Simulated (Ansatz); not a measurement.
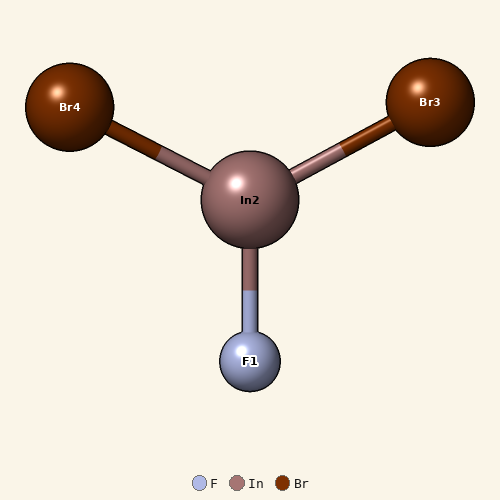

The system is Br2FIn, SMILES [F][In]([Br])[Br]; the picture shows the reference structure. 
- The first coordinate is: umbrella angle at In2 (between each of its bonds and their common axis; 90 is planar); the second: change of the bonds In2–F1, In2–Br3, In2–Br4, all alike.
- Nothing is relaxed (all other coordinates rigid).
- Grid: 9 × 9 points; 45 points were computed and 36 follow by symmetry.
- Points are written as (first, second).
- Energies: kJ/mol, counted from the lowest grid point.
- Method: RKS BHLYP-D4/def2-SVP in Ansatz 0.2.0.

Its coordinates:

```xyz
4

F     0.4248    1.2006    1.5534
In    0.0312    0.0362    0.0607
Br    1.2036   -2.1076   -0.0492
Br   -1.6040    0.8104   -1.5852
```

Range: umbrella angle at In2 (between each of its bonds and their common axis; 90 is planar) from 66 to 114°; change of the bonds In2–F1, In2–Br3, In2–Br4, all alike from −0.250 to 0.387 Å.

**Predict the map.**

The lowest grid point is at (90°, −0.011 Å). It is the only kind of minimum in the scanned range. The highest grid point, (66°, −0.250 Å), lies 374 kJ/mol above the lowest. Round the minimum the two coordinates are nearly uncoupled.

```tsv
second ↓, first →	66	72	78	84	90	96	102	108	114
0.387	290	261	241	229	225	229	241	261	290
0.307	229	197	175	162	158	162	175	197	229
0.228	174	140	116	102	97	102	116	140	174
0.148	130	92	66	51	46	51	66	92	130
0.068	102	61	33	16	11	16	33	61	102
−0.011	99	55	24	6	0	6	24	55	99
−0.091	133	84	51	31	25	31	51	84	133
−0.171	218	165	128	107	100	107	128	165	218
−0.250	374	315	275	251	243	251	275	315	374
```

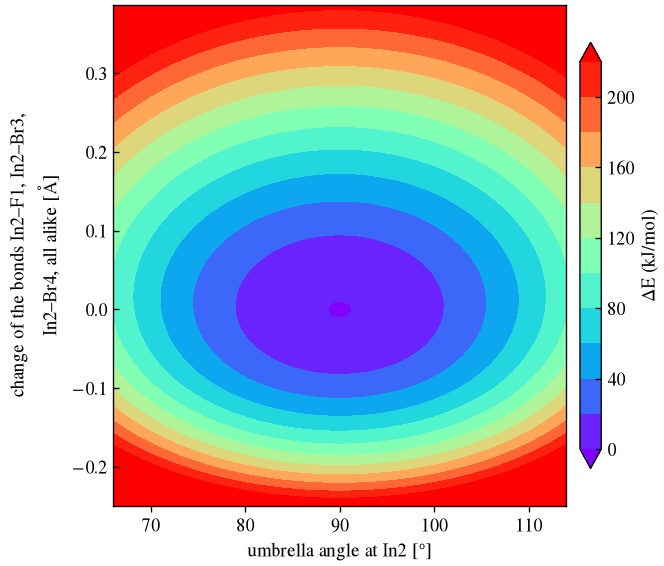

In the figure: filled contours, one colour for all values above the top of the scale. Between grid points the surface is interpolated.

The whole map (45 points run) took 14 min on 1 thread of Arm Neoverse N1 (shared host).
